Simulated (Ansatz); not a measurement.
**CH$_{3}$AlClF (SMILES [CH3][Al]([F])[Cl]): density, localisation and related maps**

The calculation's input:

```
crystal:
  periodic: [false, false, false]
  atoms:
    - {symbol: C, position_ang: [0.591003, 0.038387, -1.199289]}
    - {symbol: Al, position_ang: [1.610636, 0.070601, -2.853517]}
    - {symbol: Cl, position_ang: [3.136325, 1.477876, -3.241018]}
    - {symbol: F, position_ang: [1.319376, -1.029071, -4.056923]}
    - {symbol: H, position_ang: [0.904604, 0.829247, -0.511016]}
    - {symbol: H, position_ang: [0.710311, -0.926881, -0.692607]}
    - {symbol: H, position_ang: [-0.478920, 0.164234, -1.404562]}
basis:
  gaussian:
    orbitals: def2-TZVPD
hamiltonian:
  xc: pbe0
output: {forces: true, orbitals: {seedname: orbitals}}
```

Launched as:

```sh
ansatz run input.yaml --threads 1 --pin off --max-ram 2610MiB --events-out events.jsonl --progress --plain --runs-dir runs
```

Geometry: B3LYP/6-31G*.

Computed with isolated molecule in a Gaussian basis; Kohn-Sham density functional theory, functional PBE0 (Ansatz 0.2.0).

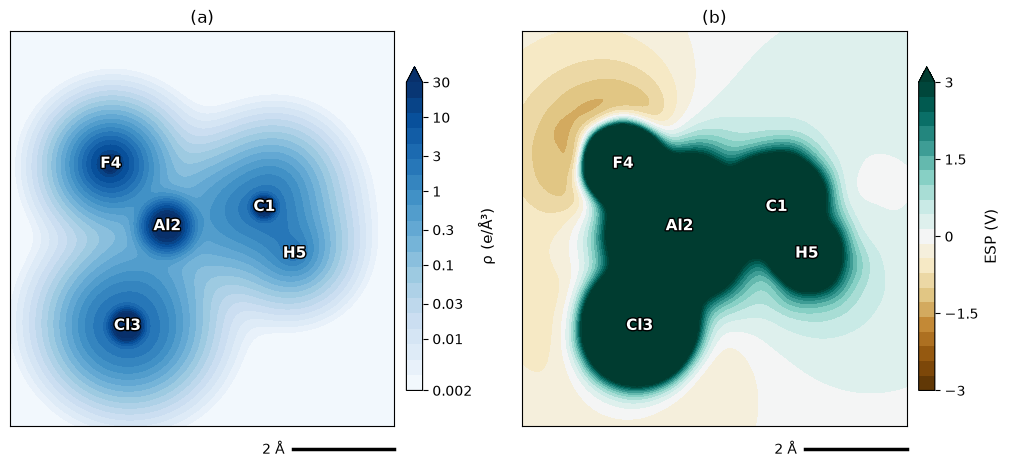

Figure 1. (a) electron density; (b) molecular electrostatic potential on the plane of atoms Al2, C1 and H5.

Question: What do the fields say about this system?

Answer: The section cuts through C, Al, Cl, F and H sites. Al–F (1.66 Å): ρ at the midpoint is about 0.9 e/Å³. C–Al (1.94 Å): the density is about 0.74 e/Å³ at the midpoint. Al–Cl (2.11 Å): ρ at the midpoint is about 0.72 e/Å³. C–H (1.09 Å): ρ at the midpoint is about 1.9 e/Å³. Outside the dense part of the molecule the potential is most negative (−1.4 V) near F4.

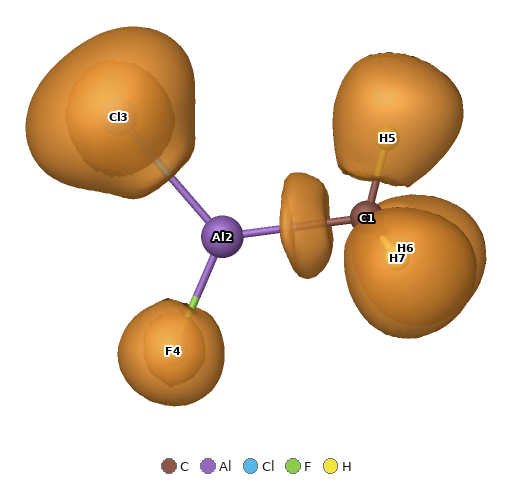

Figure 2. Isosurface of the electron localisation function at 0.8 (orange), seen across its widest extent. Core shells and regions of very low density are left out.

Question: What do the ELF domains correspond to?

Answer: At this value the surface marks out one region between bonded Al–C atoms (shared pairs), three regions around hydrogen nuclei, one region on Cl in which the atom's valence shell and bonds are merged and one region wrapped around F (its valence shell). Profiles from the grid: Al–F (1.66 Å): the ELF peaks at about 0.85 in the valence shell of F, 0.6 Å from its nucleus, and is about 0.30 at the midpoint. C–Al (1.94 Å): the ELF peaks at about 0.95 between the atoms (a polar covalent bond).

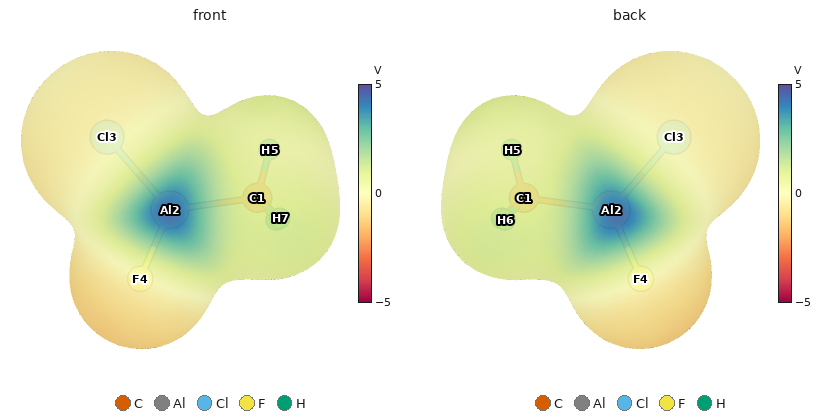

Figure 3. The molecular electrostatic potential painted on the density surface at 0.002 e/bohr³, seen from the front and from behind; red is negative and blue positive.

Question: Describe the electrostatic potential map.

Answer: The most negative region (about −1.2 V, or −28 kcal/mol for a unit charge) lies over F4, the most positive (about +4.2 V, or +97 kcal/mol for a unit charge) over Al2.

Question: What dipole moment does the calculation give?

Answer: Its dipole moment is 2.28 D.
